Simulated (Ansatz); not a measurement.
```xyz
9

O    -0.3503   -1.5340    0.3968
Mo    0.0488    0.1523   -0.2395
O     1.0582    0.5921    1.2247
F    -1.2926   -0.2362   -1.4628
F     0.2433    1.7000   -1.2178
F    -1.2961    1.0350    0.7063
Cl    1.8362   -0.6222   -1.4050
H    -0.9303   -2.1549   -0.0578
H     0.7715    1.0214    2.0380
```

Geometry: PBE0-D4/def2-TZVP; core potentials replace the inner electrons of Mo.

All numbers below come from Ansatz, RKS PBE0-D4/def2-TZVPP.

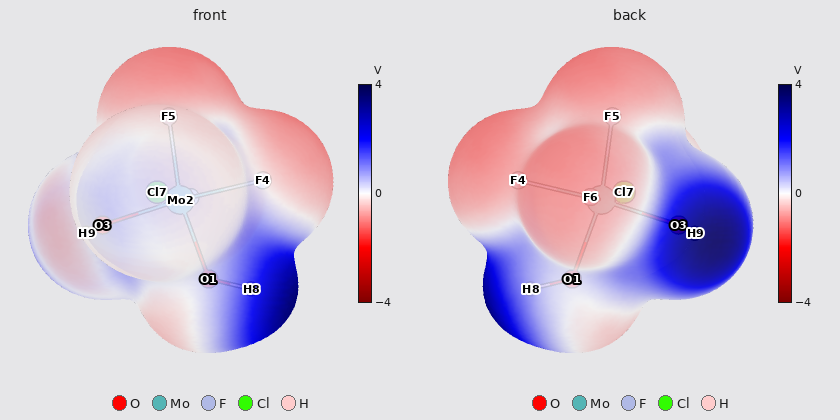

ClF3H2MoO2 (SMILES [OH][Mo]([OH])([F])([F])([F])[Cl]). The molecular electrostatic potential painted on the density surface at 0.002 e/bohr³, seen from the front and from behind; red is negative and blue positive.

Q: Describe the electrostatic potential map.

A: The most negative region (about −1.0 V) lies over F4, F5 and F6, the most positive (about +3.5 V) over H8 and H9.
